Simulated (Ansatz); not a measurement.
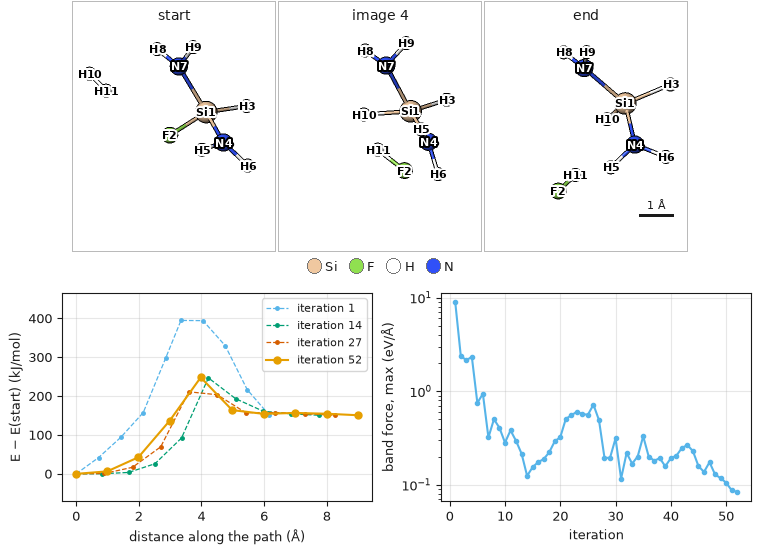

A search for the minimum-energy path of SiN₂H₇F, made up at the start of SiN2H5F and H2 by the nudged elastic band. Images are numbered from 0 (start) to 9 (end). The plot follows the band through its iterations. A ball-and-stick model, seen from a free direction.

Theory: RKS PBE0/6-31G* (Ansatz 0.2.0). Settings: 8 movable images; no climbing image; force threshold 0.05 eV/Å; iteration limit 52; starting path through a guess of the saddle point.

Did the band converge, and can the barrier be trusted?

Answer. The result isn't final. The band hadn't converged when the run stopped after 52 iterations. The largest component of the band force went from 8.9 to 0.084 eV/Å. The barrier read from it is provisional: over the last two iterations the highest image moved from 252.8 kJ/mol to 248.2 kJ/mol. The first iteration put the highest image at 394.7 kJ/mol. The highest point, image 4, lies 248.2 kJ/mol above the start and 97.3 kJ/mol above the end; the end is at +150.8 kJ/mol relative to the start.

Limits of the set-up: the start holds two separate molecules, 2.5 Å apart at their closest, whose relative position is a soft coordinate and is computed without a dispersion correction.
